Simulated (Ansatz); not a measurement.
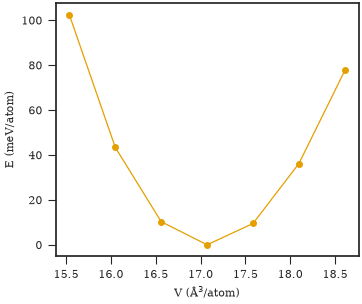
*Mo (simple cubic, Pm-3m) under volume change, PBEsol (plane waves, PAW; program Ansatz), scaled uniformly.*

**Question.** What does a third-order Birch–Murnaghan fit give for V₀, B₀ and B′?

**Answer.** V₀ = 17.07 Å³/atom, B₀ = 205 GPa, B′ = 3.7.

The cell is a constructed one: a structure type filled with these elements; neither database checked (COD, Materials Project) lists it. It is not the phase usual at ambient conditions (space group No. 229). The cell was relaxed with PBEsol under the symmetry of its start. At this level the phase is mechanically unstable. No spin polarisation was allowed.

Potentials: the later of the program's two PAW sets.
